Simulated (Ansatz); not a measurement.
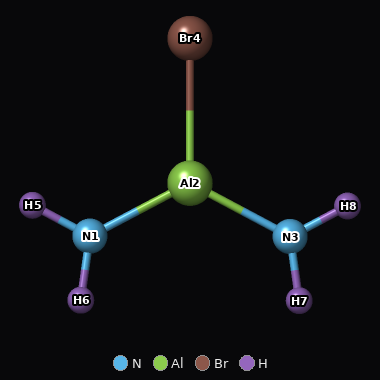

The system is AlBrH₄N₂, SMILES [NH2][Al]([NH2])[Br]; the picture shows the reference structure. First axis: dihedral H5–N1–Al2–N3. Second axis: dihedral N1–Al2–N3–H7. Nothing is relaxed (all other coordinates rigid). Grid: 18 × 18 points; 120 points were computed and 204 follow by symmetry. Points are written as (first, second). Energies are in kJ/mol, from the lowest grid point. All numbers below come from RKS PBE0-D4/def2-SVP (Ansatz).

Its coordinates:

```xyz
8

N    -0.2710    1.5619   -0.1056
Al   -0.1635   -0.1719   -0.4117
N     0.5614   -1.3244    0.7098
Br   -1.0044   -0.9639   -2.3566
H    -0.6876    2.2215   -0.7518
H     0.0635    2.0441    0.7199
H     0.9727   -1.1043    1.6088
H     0.6212   -2.3198    0.5315
```

Range: dihedral H5–N1–Al2–N3 from −180 to 160°; dihedral N1–Al2–N3–H7 from −180 to 160°.

Predict the map.

The lowest grid point is at (−180°, 0°); the map holds 3 wells of about this depth. A higher local minimum lies near (0°, −180°) (0.47 kJ/mol above the lowest at that grid point). The highest grid point, (−80°, −100°), lies 65.0 kJ/mol above the lowest. On the interpolated surface the easiest way out of the lowest well to a well of about the same depth near (−180°, −180°) passes a barrier of about 22 kJ/mol. Round the minimum the valley is somewhat tilted: raising dihedral H5–N1–Al2–N3 shifts the best value of dihedral N1–Al2–N3–H7 upwards (coupling k₁₂/√(k₁₁k₂₂) about −0.5).

```tsv
dihedral N1–Al2–N3–H7 ↓, dihedral H5–N1–Al2–N3 →	−180	−140	−100	−60	−20	20	60	100	140
160	2.6	15.5	26.8	17.3	3.3	7.7	23.5	24.6	8.9
120	16.2	36.4	55.3	39.9	17.3	23.5	49.3	51.8	26.7
80	21.0	36.8	63.5	55.3	26.8	24.6	51.8	64.8	40.3
40	8.7	16.1	36.8	36.4	15.5	8.9	26.7	40.3	26.1
0	0.0	8.7	21.0	16.2	2.6	2.6	16.2	21.0	8.7
−40	8.7	26.1	40.3	26.7	8.9	15.5	36.4	36.8	16.1
−80	21.0	40.3	64.8	51.8	24.6	26.8	55.3	63.5	36.8
−120	16.2	26.7	51.8	49.3	23.5	17.3	39.9	55.3	36.4
−160	2.6	8.9	24.6	23.5	7.7	3.3	17.3	26.8	15.5
```

The table holds every second grid line.

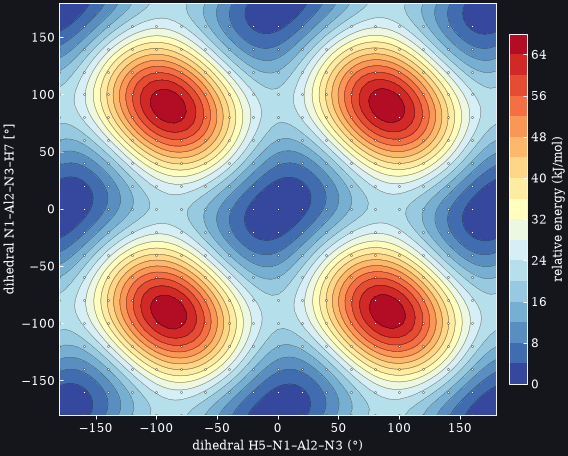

In the figure: filled contours, dots at the grid points. Between grid points the surface is interpolated.

The whole map (120 points run) took 9.5 min on 1 thread of Arm Neoverse V2, on a shared host.
